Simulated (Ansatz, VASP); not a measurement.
# NbSi: VASP beside Ansatz, part 2 of 2

Aim: how closely do two programs agree when they are given the same cell, functional and k mesh? The cell is invented: As first built, before any earlier steps moved the atoms (in the runner's words): it takes the WC structure with all of its atoms replaced by other elements, volume scaled by an estimate. It may not be a known or stable phase. The cell is taken from a series of VASP runs on this material, whose earlier steps may have relaxed, scaled or displaced it; both programs get it as it stands. Valence electrons are named where the data sets of a main pair hold unlike numbers.

VASP 6.6.1 and Ansatz 0.2.0.

So far: Set-up; Ansatz: band structure, PBE; VASP: band structure, PBE; Side by side.

### 5. VASP: band structure, PBEsol

Level of this step: PBEsol; plane waves and PAW (Nb_sv, Si); invented cell (VASP).

With cell and atoms fixed, the geometry can't cause a difference; cores, projectors, grids and the points listed under the comparison can.

File INCAR:

```
SYSTEM = NbSi
PREC = Accurate
ENCUT = 400
EDIFF = 1E-06
NELM = 100
ISMEAR = 0
SIGMA = 0.02
LREAL = .FALSE.
ALGO = Normal
GGA = PS
LORBIT = 11
LWAVE = .FALSE.
LCHARG = .FALSE.
KPAR = 4
```

File POSCAR:

```
NbSi
1.0
    3.0335601418     -0.0000000243      0.0000000000
   -1.5167806400      2.6271406017      0.0000000000
    0.0000000000      0.0000000000      4.0525052525
Nb Si
1 1
Direct
    0.0000000000      0.0000000000      0.0000000000
    0.6666666700      0.3333333300      0.5000000000
```

File KPOINTS:

```
Automatic mesh
0
Gamma
5 5 4
0 0 0
```

File KPOINTS_OPT:

```
Line mode
16
Line-mode
Reciprocal
  0.00000000   0.00000000   0.00000000 GAMMA
  0.50000000   0.00000000   0.00000000 M

  0.50000000   0.00000000   0.00000000 M
  0.33333333   0.33333333   0.00000000 K

  0.33333333   0.33333333   0.00000000 K
  0.00000000   0.00000000   0.00000000 GAMMA

  0.00000000   0.00000000   0.00000000 GAMMA
  0.00000000   0.00000000   0.50000000 A

  0.00000000   0.00000000   0.50000000 A
  0.50000000   0.00000000   0.50000000 L

  0.50000000   0.00000000   0.50000000 L
  0.33333333   0.33333333   0.50000000 H

  0.33333333   0.33333333   0.50000000 H
  0.00000000   0.00000000   0.50000000 A

  0.50000000   0.00000000   0.50000000 L
  0.50000000   0.00000000   0.00000000 M

  0.33333333   0.33333333   0.00000000 K
  0.33333333   0.33333333   0.50000000 H
```

Potentials, in the order of the species: Nb_sv and Si (PBE family, release 64).

Command:

```bash
$ mpirun -np 4 vasp_std
```

Numbers of over 12 decimals in the logs are rounded to 6 here.

The log of the run:

```text
[banner, memory and clock lines left out]
running    4 mpi-ranks, on    1 nodes
[...]
|                                                                             |
|               ----> ADVICE to this user running VASP <----                  |
|                                                                             |
|     You enforced a specific xc type in the INCAR file but a different       |
|     [... a line on the potential file left out ...]
|     I HOPE YOU KNOW WHAT YOU ARE DOING!                                     |
|                                                                             |

 LDA part: xc-table for (Slater+PW92), standard interpolation
 POSCAR, INCAR and KPOINTS ok, starting setup
[...]
entering main loop
       N       E                     dE             d eps       ncg     rms          rms(c)
DAV:   1     0.108194288535E+03    0.10819E+03   -0.75621E+03   360   0.109E+03
DAV:   2    -0.116745111668E+02   -0.11987E+03   -0.11552E+03   428   0.375E+02
[...]
DAV:  12    -0.175120232781E+02   -0.60601E-06   -0.21784E-06   404   0.179E-02
   1 F= -.17512023E+02 E0= -.17511690E+02  d E =-.665766E-03
 Start KPOINTS_OPT (optional k-point list driver)
k-point batch [1-15\144]
       N       E                     dE             ncg
DAV:   1    -0.258431069071E+03   -0.43802E+04      360
DAV:   2    -0.216058043875E+04   -0.19021E+04      436
DAV:   3    -0.225537402618E+04   -0.94794E+02      556
DAV:   4    -0.225920236318E+04   -0.38283E+01      504
DAV:   5    -0.225938754700E+04   -0.18518E+00      604
DAV:   6    -0.225939128545E+04   -0.37384E-02      504
DAV:   7    -0.225939136292E+04   -0.77476E-04      556
DAV:   8    -0.225939136457E+04   -0.16433E-05      352
DAV:   9    -0.225939136473E+04   -0.16826E-06      348
[...]
k-point batch [136-144\144]
       N       E                     dE             ncg
DAV:   1     0.328393685305E+04   -0.64914E+04      224
DAV:   2     0.245458144826E+04   -0.82936E+03      252
DAV:   3     0.241501197286E+04   -0.39569E+02      340
DAV:   4     0.241388108082E+04   -0.11309E+01      284
DAV:   5     0.241379348313E+04   -0.87598E-01      388
DAV:   6     0.241379266701E+04   -0.81612E-03      288
DAV:   7     0.241379265535E+04   -0.11665E-04      316
DAV:   8     0.241379265511E+04   -0.23033E-06      200
```

OUTCAR, selected parts (step 5):

```text
  Total       -1.2791904     -1.2791908     -0.3519887      0.0000003     -0.0000000     -0.0000000
  in kB      -63.4579824    -63.4580038    -17.4614287      0.0000143     -0.0000000     -0.0000000
  external PRESSURE =     -48.1258050 kB  Pullay stress =       0.0000000 kB

 POSITION                                       TOTAL-FORCE (eV/Angst)
 -----------------------------------------------------------------------------------
      0.00000      0.00000      0.00000        -0.000000     -0.000000      0.000000
      1.51678      0.87571      2.02625         0.000000      0.000000      0.000000
 -----------------------------------------------------------------------------------
    total drift:                               -0.000005     -0.000003      0.000000

  FREE ENERGIE OF THE ION-ELECTRON SYSTEM (eV)
  ---------------------------------------------------
  free  energy   TOTEN  =       -17.5120232781 eV

  energy  without entropy=      -17.5113575119  energy(sigma->0) =      -17.51169039

[... 2 parts as in an earlier step ...]

[... 1 further part left out ...]
[key lines of the parts left out:]
E-fermi :  10.6457
```

At this level the cell is under a tension of 4.8 GPa, so at these settings it is away from equilibrium.

### 6. Ansatz: band structure, PBEsol

The same cell, functional, mesh and smearing now go to Ansatz, which takes its cutoff from its data sets.

The cell is taken from a series of VASP runs on this material, whose earlier steps may have relaxed, scaled or displaced it; both programs get it as it stands.

File input.yaml:

```yaml
crystal:
  lattice:
    - [3.0335601418, -2.43e-08, 0.0]
    - [-1.51678064, 2.6271406017, 0.0]
    - [0.0, 0.0, 4.0525052525]
  atoms:
    - { symbol: Nb, position: [0.0, 0.0, 0.0] }
    - { symbol: Si, position: [0.66666667, 0.33333333, 0.5] }
hamiltonian:
  xc: pbesol
  pseudopotentials: { kind: paw }
kpoints:
  mp_grid: { grid: [5, 5, 4] }
  band_path:
    path:
      - [0.0, 0.0, 0.0]
      - [0.13333, 0.0, 0.0]
      - [0.3, 0.0, 0.0]
      - [0.46667, 0.0, 0.0]
      - [0.46667, 0.06667, 0.0]
      - [0.41111, 0.17778, 0.0]
      - [0.35556, 0.28889, 0.0]
      - [0.28889, 0.28889, 0.0]
      - [0.17778, 0.17778, 0.0]
      - [0.06667, 0.06667, 0.0]
      - [0.0, 0.0, 0.03333]
      - [0.0, 0.0, 0.2]
      - [0.0, 0.0, 0.36667]
      - [0.0, 0.0, 0.5]
      - [0.16667, 0.0, 0.5]
      - [0.3, 0.0, 0.5]
      - [0.46667, 0.0, 0.5]
      - [0.46667, 0.06667, 0.5]
      - [0.41111, 0.17778, 0.5]
      - [0.35556, 0.28889, 0.5]
      - [0.28889, 0.28889, 0.5]
      - [0.17778, 0.17778, 0.5]
      - [0.06667, 0.06667, 0.5]
      - [0.5, 0.0, 0.46667]
      - [0.5, 0.0, 0.3]
      - [0.5, 0.0, 0.13333]
      - [0.33333, 0.33333, 0.0]
      - [0.33333, 0.33333, 0.16667]
      - [0.33333, 0.33333, 0.33333]
      - [0.33333, 0.33333, 0.5]
    npoints: 1
scf:
  occupations: { method: gaussian, width: 0.02 }
  n_extra_bands: 7
output:
  forces: true
  stress: true
  eigenvalues: true
```

Command:

```bash
$ ansatz run input.yaml --threads 2 --pin off --max-ram 4608MiB --backend cpu --events-out ev --progress --plain --runs-dir out
```

The log of the run:

```text
[...]
Crystal: 2 atoms, lattice volume = 32.297 Å³
Basis set: ecut = 420 eV, 613 PW (Γ), exchange–correlation on 48×48×60 points (8 copies of the dense FFT grid, shifted against one another)
Bands: 16, of which v1, the nominal top of the filled ones, is band 9 counted from 1 (8 counted from 0)
Symmetry: 12 space group operations
[...]
k-point 0: bands = [... 5 lower, 11.2290, 13.1412, 14.4636, 14.4636, 16.8027, 16.8027, 21.7331, 22.0116, ... 3 higher]
  k-point 1: bands = [... 5 lower, 9.8739, 13.5334, 14.5836, 14.5836, 16.3412, 16.3412, 22.0407, 22.0407, ... 3 higher]
  k-point 2: bands = [... 5 lower, 8.4216, 13.8795, 14.7195, 14.7195, 15.9614, 15.9614, 21.6320, 21.6320, ... 3 higher]
  k-point 14: bands = [... 5 lower, 10.3298, 11.5201, 12.8429, 14.0840, 15.6057, 18.8122, 19.6702, 19.7999, ... 3 higher]
[key lines of the parts left out:]
SCF converged after 6 iterations
Free energy (F): -5117.759277 eV
Fermi energy:    14.553343 eV
P = ⅓ Tr σ = -4.3857 GPa (-43.857 kbar)
```

It took 3.2 s on 2 threads of Arm Neoverse N1, shared host; peak memory 0.27 GiB; 3.9 s of CPU time.

### 7. Side by side

What differs besides the data sets and the points named for the pairs above, as far as they apply: Ansatz makes its cores anew for this functional, VASP keeps those of its PBE data sets. Total energies have different zeros and are not compared.

Both answers:

```csv
quantity,Ansatz,VASP,difference
pressure (GPa),-4.39,-4.81,+0.43
```

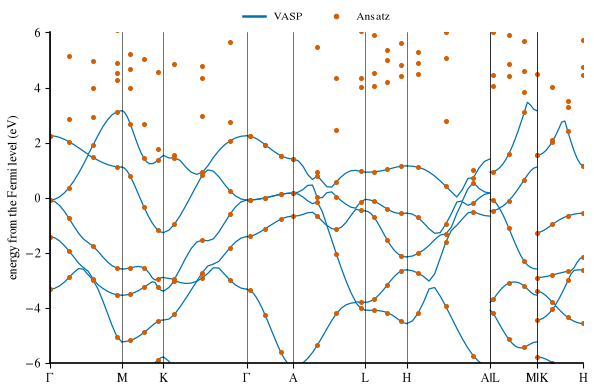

Bands from VASP (lines) and levels from Ansatz (dots). Dots without a line are higher empty bands that the VASP plot leaves out.

Levels from 3 eV below to 2 eV above the Fermi level differ by 3 meV r.m.s. and 9 meV at most; each VASP level is matched to the nearest of Ansatz, which flatters the figure a little.

### 8. VASP: band structure, r2SCAN

With cell and atoms fixed, the geometry can't cause a difference; cores, projectors, grids and the points listed under the comparison can.

Changes to INCAR since step 5:

```diff
@@ -9,3 +9,4 @@
 ALGO = Normal
-GGA = PS
+METAGGA = R2SCAN
+LASPH = .TRUE.
 LORBIT = 11
```

POSCAR is that of step 5.

KPOINTS is that of step 5.

KPOINTS_OPT is that of step 5.

Command:

```bash
$ mpirun -np 4 vasp_std
```

The log of the run:

```text
[banner, memory and clock lines left out]
running    4 mpi-ranks, on    1 nodes
[...]
[... a notice as in an earlier step ...]

 LDA part: xc-table for (None), standard interpolation
 POSCAR, INCAR and KPOINTS ok, starting setup
[...]
entering main loop
       N       E                     dE             d eps       ncg     rms          rms(c)
DAV:   1     0.908354004132E+02    0.90835E+02   -0.77691E+03   360   0.113E+03
DAV:   2    -0.339942465577E+02   -0.12483E+03   -0.12026E+03   432   0.390E+02
DAV:   3    -0.410805535017E+02   -0.70863E+01   -0.68352E+01   584   0.711E+01
DAV:   4    -0.414375240897E+02   -0.35697E+00   -0.35340E+00   520   0.145E+01
[...]
DAV:  11    -0.342654597219E+02   -0.52663E-04   -0.71852E-05   548   0.100E-01    0.254E-02
DAV:  12    -0.342654729876E+02   -0.13266E-04   -0.91160E-06   468   0.369E-02    0.591E-03
DAV:  13    -0.342654737580E+02   -0.77032E-06   -0.71187E-07   284   0.110E-02
   1 F= -.34265474E+02 E0= -.34265106E+02  d E =-.735484E-03
 Start KPOINTS_OPT (optional k-point list driver)
k-point batch [1-15\144]
       N       E                     dE             ncg
DAV:   1    -0.320599452715E+03   -0.44424E+04      360
DAV:   2    -0.232254290896E+04   -0.20019E+04      424
DAV:   3    -0.242542718086E+04   -0.10288E+03      564
DAV:   4    -0.242937090722E+04   -0.39437E+01      488
DAV:   5    -0.242960370097E+04   -0.23279E+00      604
DAV:   6    -0.242960940345E+04   -0.57025E-02      496
DAV:   7    -0.242960953228E+04   -0.12883E-03      572
DAV:   8    -0.242960953604E+04   -0.37607E-05      356
DAV:   9    -0.242960953633E+04   -0.28469E-06      348
[...]
k-point batch [136-144\144]
       N       E                     dE             ncg
DAV:   1     0.322770193602E+04   -0.65477E+04      224
DAV:   2     0.235304787796E+04   -0.87465E+03      248
DAV:   3     0.231146655215E+04   -0.41581E+02      344
DAV:   4     0.231026455399E+04   -0.12020E+01      284
DAV:   5     0.231016606574E+04   -0.98488E-01      400
DAV:   6     0.231016510080E+04   -0.96494E-03      284
DAV:   7     0.231016509107E+04   -0.97287E-05      284
DAV:   8     0.231016509075E+04   -0.31951E-06      204
```

OUTCAR, selected parts (step 8):

```text
  Total       -0.6176943     -0.6176945      0.1481084      0.0000001      0.0000000      0.0000000
  in kB      -30.6425330    -30.6425434      7.3473526      0.0000069      0.0000000      0.0000000
  external PRESSURE =     -17.9792413 kB  Pullay stress =       0.0000000 kB

 POSITION                                       TOTAL-FORCE (eV/Angst)
 -----------------------------------------------------------------------------------
      0.00000      0.00000      0.00000        -0.000000      0.000000      0.000000
      1.51678      0.87571      2.02625         0.000000     -0.000000      0.000000
 -----------------------------------------------------------------------------------
    total drift:                               -0.000005     -0.000003      0.000000

  FREE ENERGIE OF THE ION-ELECTRON SYSTEM (eV)
  ---------------------------------------------------
  free  energy   TOTEN  =       -34.2654737580 eV

  energy  without entropy=      -34.2647382739  energy(sigma->0) =      -34.26510602

[... 2 parts as in an earlier step ...]

[... 1 further part left out ...]
[key lines of the parts left out:]
E-fermi :  10.8111
```

The run ends at a pressure of -1.80 GPa.

### 9. Ansatz: band structure, r2SCAN

The same cell, functional, mesh and smearing now go to Ansatz, which takes its cutoff from its data sets.

The cell is taken from a series of VASP runs on this material, whose earlier steps may have relaxed, scaled or displaced it; both programs get it as it stands.

Changes to input.yaml since step 6:

```diff
@@ -9,3 +9,3 @@
 hamiltonian:
-  xc: pbesol
+  xc: r2scan
   pseudopotentials: { kind: paw }
@@ -53 +53,5 @@
   eigenvalues: true
+  write_density: true
+  write_potential: true
+  elf: true
+  volumetric_format: npy
```

Command:

```bash
$ ansatz run input.yaml --threads 2 --pin off --max-ram 4608MiB --backend cpu --events-out ev --progress --plain --runs-dir out
```

The log of the run:

```text
[...]
Crystal: 2 atoms, lattice volume = 32.297 Å³
Basis set: ecut = 500 eV, 855 PW (Γ), exchange–correlation on 96×96×120 points (64 copies of the dense FFT grid, shifted against one another)
Bands: 16, of which v1, the nominal top of the filled ones, is band 9 counted from 1 (8 counted from 0)
Symmetry: 12 space group operations
[...]
k-point 0: bands = [... 5 lower, 11.1797, 13.0235, 14.6273, 14.6273, 17.1051, 17.1051, 22.3492, 22.6369, ... 3 higher]
  k-point 1: bands = [... 5 lower, 9.6732, 13.5900, 14.7546, 14.7546, 16.6199, 16.6199, 22.6684, 22.6684, ... 3 higher]
  k-point 2: bands = [... 5 lower, 8.1406, 14.0238, 14.8987, 14.8987, 16.2204, 16.2204, 22.2222, 22.2222, ... 3 higher]
  k-point 14: bands = [... 5 lower, 10.1541, 11.4217, 12.7950, 14.0733, 15.8756, 19.2593, 20.0191, 20.2462, ... 3 higher]
[key lines of the parts left out:]
SCF converged after 7 iterations
Free energy (F): -5203.346263 eV
Fermi energy:    14.730404 eV
P = ⅓ Tr σ = -1.3782 GPa (-13.782 kbar)
```

Run time: 5.7 s. Hardware: 2 threads; peak memory 0.35 GiB; 8 s of CPU time.

### 10. Comparison

What differs besides the data sets and the points named for the pairs above, as far as they apply: VASP keeps PBE cores, Ansatz makes them for the functional; the cutoff is 500 eV in Ansatz and 400 eV in VASP. Total energies have different zeros and are not compared.

The two programs side by side:

```csv
quantity,Ansatz,VASP,difference
pressure (GPa),-1.38,-1.80,+0.42
pressure without Ansatz's Pulay correction (GPa),-1.44,-1.80,+0.36
```

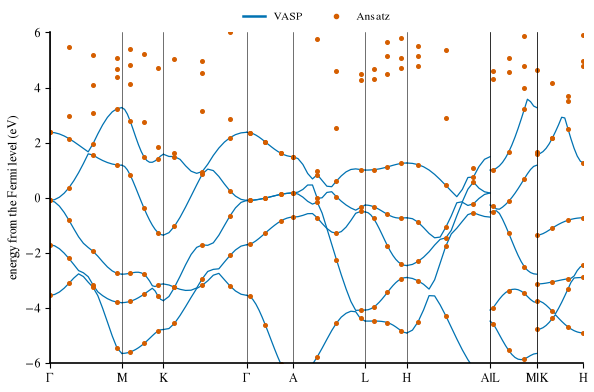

Bands from VASP (lines) and levels from Ansatz (dots). Dots without a line are higher empty bands that the VASP plot leaves out.

Levels from 3 eV below to 2 eV above the Fermi level differ by 2 meV r.m.s. and 6 meV at most; each VASP level is matched to the nearest of Ansatz, which flatters the figure a little. Ansatz's pressure holds a Pulay correction of 0.06 GPa; VASP's holds none.

### 11. Results

* r.m.s. difference of levels near the Fermi level (band structure, PBE): 3.2 meV
* difference in pressure (band structure, PBE): 0.58 GPa
* r.m.s. difference of levels near the Fermi level (band structure, PBEsol): 2.9 meV
* r.m.s. difference of levels near the Fermi level (band structure, r2SCAN): 2.3 meV

**Reading.** The difference in pressure is 0.58 GPa (band structure, PBE), within the 1 GPa picked in this series as the mark of a large difference. 2 further runs of this series are not shown here. How closely two codes agree says nothing of how well the functional describes the real material.

[Lines on the potential files, build, host, timing and source positions are cut from VASP's logs without a mark.]

[Logs are printed without paths, hosts, clocks, repeated set-up lines and the standing remarks that a program may print on its own settings, such as how far it seeks lower states.]

[Hosts, paths, dates, database ids (printed as entryN), source tags and the programs' standing remarks are cut or masked in the printed files.]
